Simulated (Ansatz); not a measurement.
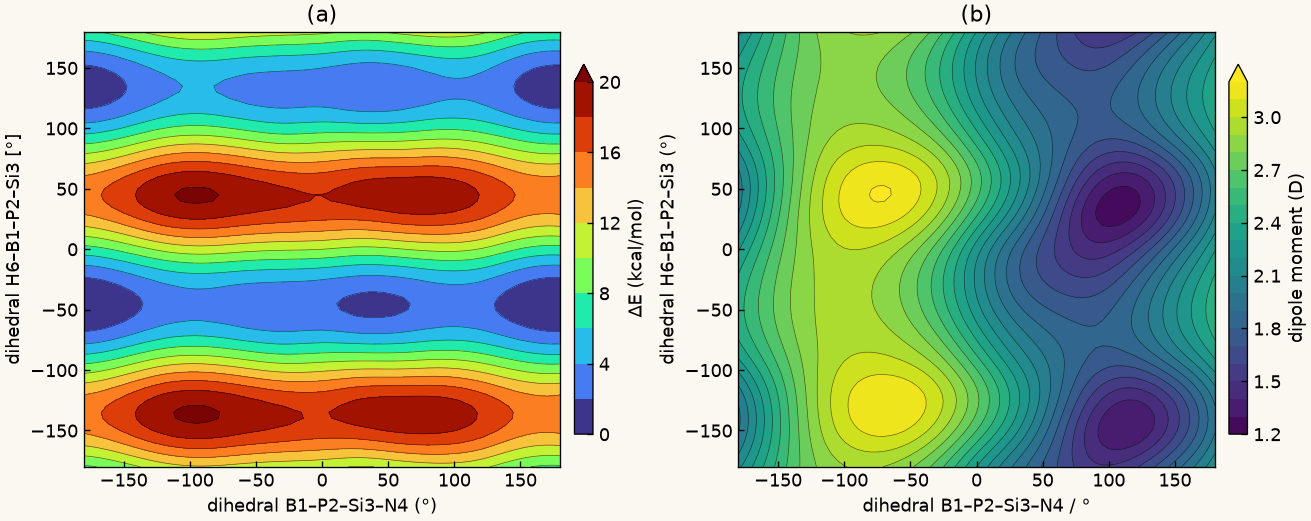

BFH₆NPSi, SMILES BP[SiH](N)F. Coordinates scanned: (1) dihedral B1–P2–Si3–N4; (2) dihedral H6–B1–P2–Si3. Nothing is relaxed (all other coordinates rigid). The scan uses a 12 × 12 grid. Points are written as (first, second). All energies are given in kcal/mol relative to the relaxed molecule at the same level. Method: Ansatz 0.2.0, RHF/def2-SVP.

Panel (a) is the energy; panel (b) is the computed dipole moment, in D.

The picture shows filled contours, one colour for all values above the top of the scale. Between grid points the surface is interpolated.

> How does the dipole moment vary over the map, and what is it at the lowest grid point?

Leaving out the highest fifth of the energies, it runs from 1.29 D at (120°, 30°) to 3.03 D at (−30°, −120°). At the lowest grid point, (−180°, −60°), it is 2.45 D.

```csv
"dihedral H6–B1–P2–Si3 ↓, dihedral B1–P2–Si3–N4 →",−180,−150,−120,−90,−60,−30,0,30,60,90,120,150
150,2.33,2.60,2.79,2.83,2.74,2.52,2.19,1.89,1.75,1.69,1.82,2.07
120,2.37,2.63,2.81,2.85,2.78,2.58,2.27,1.98,1.83,1.78,1.88,2.12
90,2.26,2.59,2.85,2.97,2.94,2.78,2.46,2.13,1.88,1.71,1.73,1.95
60,2.07,2.54,2.93,3.14,3.16,2.99,2.65,2.24,1.83,1.46,1.38,1.65
30,2.10,2.58,2.97,3.15,3.14,2.92,2.53,2.11,1.67,1.30,1.29,1.64
0,2.29,2.66,2.93,3.00,2.91,2.66,2.25,1.87,1.59,1.44,1.59,1.92
−30,2.43,2.72,2.91,2.93,2.81,2.55,2.18,1.84,1.68,1.65,1.84,2.13
−60,2.45,2.72,2.91,2.94,2.86,2.64,2.30,1.99,1.84,1.79,1.92,2.18
−90,2.30,2.63,2.90,3.01,3.00,2.84,2.52,2.18,1.94,1.78,1.79,2.00
−120,2.05,2.50,2.90,3.13,3.18,3.03,2.72,2.33,1.94,1.57,1.45,1.66
−150,1.99,2.47,2.87,3.09,3.12,2.94,2.60,2.22,1.81,1.41,1.32,1.58
−180,2.17,2.53,2.81,2.91,2.87,2.65,2.30,1.97,1.71,1.52,1.59,1.85
```
